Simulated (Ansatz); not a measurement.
**Si2NH8Cl2OF: geometry relaxation (part 3 of 3)**

Continued. System: Si2NH8Cl2OF. Method: RKS PBE0-D4/def2-TZVP (Ansatz 0.2.0). The geometry is a transition state displaced along its imaginary mode. The reaction was set up to form Si1–N7, H6–O9 and Si2–H8 and to break Si1–Si2, H6–N7 and H8–O9 (atoms counted from 1 in the order of the input); sticks are drawn by distance alone.

Geometry of the input (Å):
```
Si -1.1106  0.7831  -0.3400
Si 0.2701  -1.6150  -0.9595
Cl -1.5560  0.6008  -2.3266
Cl -2.1453  -0.2187  1.1601
F  -1.9054  2.2077  -0.1050
H  0.8275  0.8218  1.1493
N  0.4773  1.5295  0.2161
H  0.8149  -0.7644  1.0802
O  1.0406  -0.3971  1.6741
H  1.1023  -2.7049  -0.2677
H  -0.9338  -2.3644  -1.4035
H  1.1194  -1.3091  -2.1509
H  1.1740  1.3296  -0.4950
H  0.3976  2.5373  0.3332
H  0.4274  -0.4363  2.4356
```

## Trajectory as extended XYZ, continued
```
15
Properties=species:S:1:pos:R:3:forces:R:3 step=26 energy=-47172.94805
Si   -1.0474    0.3337   -0.2235   -0.0587   0.2040   0.1377
Si    0.1412   -1.5098   -1.0508    0.0102  -0.0333   0.0246
Cl   -1.8663    1.3803   -1.8123   -0.1362  -0.0488  -0.0553
Cl   -2.6398   -0.9504    0.4282   -0.0161   0.0693  -0.0412
F    -1.2078    1.2826    1.1021   -0.0287  -0.2304  -0.1439
H     1.2320    1.1765    0.4235    0.0180   0.0244  -0.0112
N     0.6749    1.4546   -0.3848    0.1308  -0.0489   0.0601
H     0.9327   -1.0960    2.2709   -0.0276   0.1190  -0.0084
O     0.8631   -0.1525    2.0953   -0.0778  -0.0430   0.0912
H     0.7412   -2.3315    0.0356   -0.0104  -0.0116   0.0163
H    -0.7665   -2.3668   -1.8505   -0.0057   0.0125  -0.0252
H     1.2671   -1.0679   -1.9353    0.0124   0.0045   0.0405
H     1.2000    1.2737   -1.2325   -0.0082   0.0315  -0.0286
H     0.4644    2.4443   -0.3215    0.0123   0.0293  -0.0006
H     0.0114    0.1290    2.4560    0.1856  -0.0785  -0.0560
15
Properties=species:S:1:pos:R:3:forces:R:3 step=27 energy=-47172.96847
Si   -1.0746    0.3345   -0.2489   -0.3387  -0.0203  -0.0651
Si    0.1347   -1.5193   -1.0230    0.0371  -0.0520   0.0191
Cl   -1.9605    1.3810   -1.8118    0.2891   0.0749   0.0355
Cl   -2.7517   -0.8970    0.2754    0.0237  -0.1147   0.0735
F    -1.2140    1.1973    1.1231    0.0700  -0.0413  -0.0084
H     1.2550    1.1667    0.3939   -0.0557  -0.0145   0.0308
N     0.6685    1.4585   -0.3880   -0.0747   0.0195  -0.1574
H     1.0075   -1.0903    2.2970   -0.0563  -0.1946   0.0789
O     0.9569   -0.1542    2.1124    0.4285   0.2139  -0.2147
H     0.6415   -2.3731    0.0919   -0.0539   0.0420  -0.0539
H    -0.7386   -2.3386   -1.9040    0.0583   0.0497   0.0199
H     1.3330   -1.0737   -1.8141   -0.0677  -0.0473   0.0726
H     1.1709    1.3042   -1.2557   -0.0235   0.0353   0.0098
H     0.4516    2.4451   -0.3007    0.0513   0.0460   0.0281
H     0.1196    0.1588    2.4528   -0.2876   0.0035   0.1313
15
Properties=species:S:1:pos:R:3:forces:R:3 step=28 energy=-47173.00697
Si   -1.1326    0.3191   -0.2717   -0.2053   0.0575  -0.1296
Si    0.1061   -1.5410   -0.9832    0.2061  -0.1375  -0.0530
Cl   -1.8940    1.4866   -1.8283    0.0690  -0.1429   0.1889
Cl   -2.8616   -0.9001    0.1362    0.1591   0.1395  -0.0393
F    -1.2238    1.0817    1.1613   -0.0158  -0.1015  -0.1114
H     1.2470    1.1476    0.3406   -0.1023   0.0556   0.0119
N     0.6223    1.4642   -0.4040    0.0886  -0.1014  -0.1004
H     1.1566   -1.0538    2.2929   -0.1064  -0.3337   0.1190
O     1.0893   -0.1141    2.1526    0.5636   0.4157  -0.3173
H     0.4741   -2.4407    0.1654   -0.1127   0.1676  -0.2153
H    -0.7014   -2.3093   -1.9838    0.1606   0.1297   0.1727
H     1.4036   -1.1038   -1.6384   -0.2987  -0.1278   0.1606
H     1.0932    1.3504   -1.2987   -0.0987   0.0470   0.1267
H     0.3996    2.4463   -0.2758    0.0715  -0.0176   0.0473
H     0.2217    0.1670    2.4352   -0.3788  -0.0502   0.1392
15
Properties=species:S:1:pos:R:3:forces:R:3 step=29 energy=-47173.03006
Si   -1.1468    0.3201   -0.2868   -0.0847  -0.0569  -0.2532
Si    0.0988   -1.5414   -0.9771    0.1922  -0.1719  -0.0258
Cl   -1.8928    1.5061   -1.8257   -0.0081  -0.0880   0.0778
Cl   -2.8731   -0.8942    0.1098    0.0662   0.0591  -0.0712
F    -1.2417    1.0558    1.1492    0.0050   0.0639   0.1534
H     1.2273    1.1249    0.3418   -0.0716   0.0440  -0.0041
N     0.6089    1.4644   -0.3983    0.1031  -0.0430  -0.0606
H     1.2254   -1.0306    2.3086   -0.0879   0.1325   0.0073
O     1.1143   -0.0992    2.0963    0.0522   0.0440  -0.0015
H     0.4028   -2.4439    0.1849   -0.0862   0.1416  -0.1938
H    -0.6759   -2.3020   -2.0053    0.1084   0.1106   0.1448
H     1.4267   -1.1419   -1.5865   -0.2701  -0.0681   0.1426
H     1.0811    1.3700   -1.2939   -0.0833   0.0376   0.1120
H     0.3979    2.4460   -0.2435    0.0538  -0.0556   0.0182
H     0.2469    0.1656    2.4269    0.1110  -0.1500  -0.0460
15
Properties=species:S:1:pos:R:3:forces:R:3 step=31 energy=-47173.06486
Si   -1.1922    0.3177   -0.3273   -0.0137  -0.0138  -0.0854
Si    0.0717   -1.5535   -0.9386    0.1265  -0.2382   0.0254
Cl   -1.9016    1.5631   -1.8267   -0.0120  -0.0097  -0.0016
Cl   -2.9550   -0.8702   -0.0468    0.0711   0.0425  -0.0318
F    -1.2751    0.9651    1.1561    0.0087  -0.0188   0.0595
H     1.1913    1.0813    0.3427   -0.0284   0.0221   0.0196
N     0.5734    1.4568   -0.3807    0.0485   0.0211  -0.0500
H     1.4740   -0.9238    2.2947   -0.0859   0.2877  -0.0713
O     1.2417   -0.0166    2.0592   -0.1273  -0.2180   0.1038
H     0.1733   -2.4800    0.2398   -0.0157   0.1467  -0.1990
H    -0.6151   -2.2604   -2.0606    0.0898   0.0777   0.1211
H     1.4796   -1.2183   -1.3757   -0.2724  -0.0289   0.0935
H     1.0427    1.4066   -1.2799   -0.0547   0.0234   0.0655
H     0.3744    2.4319   -0.1763    0.0297  -0.0463  -0.0025
H     0.3168    0.1003    2.3205    0.2358  -0.0475  -0.0468
15
Properties=species:S:1:pos:R:3:forces:R:3 step=32 energy=-47173.07367
Si   -1.2011    0.3199   -0.3435   -0.0058  -0.0060  -0.0010
Si    0.0603   -1.5598   -0.9303    0.0783  -0.1201   0.0251
Cl   -1.8997    1.5709   -1.8421    0.0006   0.0102  -0.0252
Cl   -2.9696   -0.8613   -0.0901    0.0213   0.0070  -0.0206
F    -1.2941    0.9545    1.1449    0.0225  -0.0175   0.0444
H     1.1709    1.0788    0.3542   -0.0100   0.0051   0.0132
N     0.5630    1.4559   -0.3767    0.0195   0.0025  -0.0160
H     1.5244   -0.9128    2.2657   -0.0347   0.1313  -0.0318
O     1.2722   -0.0081    2.0551   -0.0632  -0.0921   0.0487
H     0.1372   -2.4856    0.2422   -0.0096   0.0862  -0.1059
H    -0.6027   -2.2585   -2.0640    0.0423   0.0280   0.0475
H     1.4695   -1.2237   -1.3355   -0.1513  -0.0220   0.0486
H     1.0401    1.4061   -1.2702   -0.0144   0.0127   0.0147
H     0.3665    2.4307   -0.1733    0.0030  -0.0077   0.0027
H     0.3631    0.0928    2.3640    0.1013  -0.0175  -0.0443
15
Properties=species:S:1:pos:R:3:forces:R:3 step=33 energy=-47173.07763
Si   -1.2077    0.3198   -0.3510    0.0285  -0.0119  -0.0534
Si    0.0377   -1.5756   -0.9191    0.0884   0.0186   0.0291
Cl   -1.8750    1.5911   -1.8485   -0.0557  -0.0003  -0.0205
Cl   -2.9841   -0.8562   -0.1410   -0.0237   0.0306  -0.0041
F    -1.3019    0.9239    1.1500    0.0000  -0.0172   0.0364
H     1.1587    1.0781    0.3662    0.0248  -0.0062   0.0214
N     0.5531    1.4592   -0.3643    0.0071  -0.0462   0.0202
H     1.5881   -0.8798    2.2281    0.0172  -0.0009  -0.0030
O     1.3072    0.0194    2.0441   -0.0392  -0.0029   0.0021
H     0.0792   -2.4902    0.2566   -0.0055   0.0171  -0.0259
H    -0.5828   -2.2772   -2.0698   -0.0163   0.0146   0.0095
H     1.4518   -1.2388   -1.2789   -0.0287  -0.0264   0.0081
H     1.0332    1.4226   -1.2557    0.0028   0.0007  -0.0208
H     0.3526    2.4305   -0.1510   -0.0159   0.0171   0.0024
H     0.3898    0.0731    2.3348    0.0162   0.0132  -0.0016
15
Properties=species:S:1:pos:R:3:forces:R:3 step=35 energy=-47173.07893
Si   -1.2082    0.3156   -0.3586   -0.0395   0.0031  -0.0230
Si    0.0391   -1.5804   -0.9168    0.0073   0.0076  -0.0061
Cl   -1.8907    1.6012   -1.8387    0.0369   0.0369  -0.0211
Cl   -3.0051   -0.8341   -0.1782    0.0102  -0.0303   0.0261
F    -1.2960    0.8885    1.1559    0.0088   0.0009   0.0211
H     1.1599    1.0708    0.3651    0.0144  -0.0104   0.0115
N     0.5507    1.4547   -0.3616   -0.0311  -0.0188   0.0046
H     1.6155   -0.8573    2.2362    0.0207  -0.0098   0.0006
O     1.3231    0.0360    2.0422   -0.0324   0.0011   0.0022
H     0.0573   -2.4939    0.2569   -0.0032  -0.0111   0.0131
H    -0.5796   -2.2724   -2.0730   -0.0131  -0.0046  -0.0071
H     1.4576   -1.2614   -1.2619    0.0122   0.0054   0.0004
H     1.0276    1.4296   -1.2551    0.0085   0.0008  -0.0198
H     0.3454    2.4230   -0.1390   -0.0080   0.0177  -0.0007
H     0.4034    0.0800    2.3268    0.0083   0.0116  -0.0018
15
Properties=species:S:1:pos:R:3:forces:R:3 step=36 energy=-47173.07954
Si   -1.2097    0.3158   -0.3598    0.0067  -0.0122  -0.0042
Si    0.0394   -1.5790   -0.9187    0.0002   0.0014  -0.0060
Cl   -1.8842    1.6071   -1.8391   -0.0046   0.0072  -0.0098
Cl   -3.0005   -0.8419   -0.1709    0.0026   0.0019   0.0004
F    -1.2943    0.8873    1.1555   -0.0037   0.0106   0.0162
H     1.1601    1.0688    0.3626    0.0088  -0.0058   0.0093
N     0.5502    1.4532   -0.3635   -0.0114  -0.0117   0.0115
H     1.6153   -0.8544    2.2428    0.0175  -0.0042  -0.0005
O     1.3192    0.0362    2.0424   -0.0216  -0.0051   0.0058
H     0.0570   -2.4940    0.2546   -0.0017  -0.0038   0.0048
H    -0.5834   -2.2689   -2.0744   -0.0031  -0.0062  -0.0062
H     1.4584   -1.2607   -1.2645    0.0034   0.0027  -0.0005
H     1.0263    1.4282   -1.2576    0.0049   0.0016  -0.0134
H     0.3453    2.4217   -0.1405   -0.0031   0.0126  -0.0009
H     0.4009    0.0806    2.3313    0.0053   0.0111  -0.0065
15
Properties=species:S:1:pos:R:3:forces:R:3 step=37 energy=-47173.07961
Si   -1.2100    0.3150   -0.3605    0.0045  -0.0076  -0.0023
Si    0.0381   -1.5800   -0.9220    0.0000   0.0002  -0.0023
Cl   -1.8839    1.6078   -1.8393   -0.0020   0.0042  -0.0051
Cl   -3.0015   -0.8416   -0.1720    0.0033   0.0021  -0.0001
F    -1.2942    0.8854    1.1555   -0.0037   0.0073   0.0106
H     1.1602    1.0669    0.3634    0.0053  -0.0025   0.0063
N     0.5503    1.4517   -0.3626   -0.0079  -0.0107   0.0070
H     1.6191   -0.8492    2.2498    0.0133  -0.0029   0.0002
O     1.3204    0.0398    2.0459   -0.0146  -0.0031   0.0014
H     0.0563   -2.4952    0.2513   -0.0016  -0.0023   0.0020
H    -0.5854   -2.2697   -2.0777   -0.0024  -0.0037  -0.0038
H     1.4569   -1.2614   -1.2682    0.0031   0.0022  -0.0010
H     1.0265    1.4271   -1.2568    0.0031   0.0013  -0.0084
H     0.3454    2.4202   -0.1394   -0.0018   0.0078  -0.0005
H     0.4016    0.0830    2.3331    0.0014   0.0077  -0.0042
15
Properties=species:S:1:pos:R:3:forces:R:3 step=38 energy=-47173.07973
Si   -1.2103    0.3130   -0.3615    0.0024   0.0046   0.0024
Si    0.0346   -1.5826   -0.9297   -0.0039  -0.0019   0.0035
Cl   -1.8815    1.6095   -1.8395    0.0019  -0.0035   0.0051
Cl   -3.0037   -0.8406   -0.1748    0.0028   0.0019  -0.0010
F    -1.2949    0.8816    1.1560   -0.0007  -0.0018  -0.0048
H     1.1605    1.0627    0.3669   -0.0033   0.0039  -0.0006
N     0.5510    1.4473   -0.3600    0.0002  -0.0029  -0.0040
H     1.6345   -0.8305    2.2705   -0.0039   0.0160  -0.0017
O     1.3209    0.0502    2.0523    0.0045  -0.0168  -0.0006
H     0.0544   -2.5005    0.2419   -0.0003   0.0022  -0.0039
H    -0.5926   -2.2694   -2.0856    0.0013   0.0007   0.0012
H     1.4529   -1.2636   -1.2785    0.0011   0.0002  -0.0008
H     1.0279    1.4228   -1.2541   -0.0026   0.0002   0.0039
H     0.3458    2.4162   -0.1375    0.0016  -0.0036   0.0004
H     0.4002    0.0839    2.3339   -0.0012   0.0008   0.0009
15
Properties=species:S:1:pos:R:3:forces:R:3 step=40 energy=-47173.07977
Si   -1.2103    0.3123   -0.3616    0.0032   0.0040   0.0016
Si    0.0331   -1.5831   -0.9333   -0.0033  -0.0058   0.0013
Cl   -1.8811    1.6109   -1.8379    0.0000  -0.0003   0.0008
Cl   -3.0047   -0.8396   -0.1764    0.0001  -0.0015   0.0003
F    -1.2947    0.8795    1.1564    0.0011  -0.0023  -0.0041
H     1.1599    1.0612    0.3677   -0.0016   0.0019  -0.0036
N     0.5507    1.4449   -0.3600    0.0012   0.0039   0.0000
H     1.6467   -0.8175    2.2904   -0.0028   0.0062  -0.0016
O     1.3196    0.0526    2.0510    0.0016  -0.0061   0.0019
H     0.0513   -2.5039    0.2358    0.0005   0.0008  -0.0018
H    -0.5953   -2.2661   -2.0908    0.0010   0.0005   0.0003
H     1.4518   -1.2658   -1.2823   -0.0016   0.0018   0.0010
H     1.0279    1.4194   -1.2540   -0.0010  -0.0011   0.0029
H     0.3458    2.4141   -0.1387    0.0013  -0.0020   0.0006
H     0.3991    0.0809    2.3340    0.0004   0.0000   0.0004
15
Properties=species:S:1:pos:R:3:forces:R:3 step=41 energy=-47173.07977
Si   -1.2097    0.3125   -0.3617    0.0017   0.0008   0.0024
Si    0.0323   -1.5840   -0.9325    0.0040   0.0031  -0.0022
Cl   -1.8809    1.6110   -1.8377   -0.0016   0.0004  -0.0017
Cl   -3.0039   -0.8399   -0.1762   -0.0042  -0.0017   0.0007
F    -1.2942    0.8798    1.1562    0.0003  -0.0005   0.0003
H     1.1601    1.0620    0.3671    0.0007   0.0002  -0.0018
N     0.5508    1.4455   -0.3604    0.0004  -0.0004   0.0011
H     1.6475   -0.8168    2.2917    0.0013  -0.0019   0.0000
O     1.3192    0.0521    2.0505   -0.0020   0.0009   0.0001
H     0.0507   -2.5060    0.2354   -0.0010   0.0013  -0.0002
H    -0.5951   -2.2657   -2.0912    0.0000  -0.0001   0.0001
H     1.4508   -1.2647   -1.2807    0.0000  -0.0025   0.0003
H     1.0278    1.4199   -1.2544    0.0008  -0.0010   0.0001
H     0.3459    2.4147   -0.1391   -0.0004  -0.0001   0.0004
H     0.3987    0.0796    2.3333   -0.0002   0.0014   0.0004
```

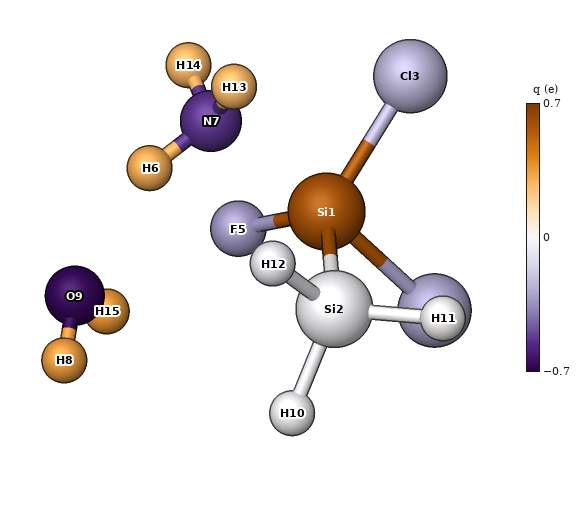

Fig. 1: Mulliken charges, as the colour of each atom (ball-and-stick view, seen at a tilt; atoms are numbered from 1 in the order of the input). By element: Si −0.02 to +0.59, Cl −0.29 to −0.25, F −0.32, H −0.05 to +0.36, N −0.53 and O −0.67 e.

## Key numbers

| quantity | value |
| --- | --- |
| outcome | converged |
| total energy | −47173.0798 eV |
| mean-field energy | −47172.6743 eV |
| dispersion energy | −0.4055 eV |
| SCF solution under orbital rotations | stable |
| largest force (length of the vector) at the end | 0.006 eV/Å |
| dipole moment | 5.48 D |
| wall time | 1.8 min (CPU time 2.9 min) |
| peak memory | 0.96 GiB |
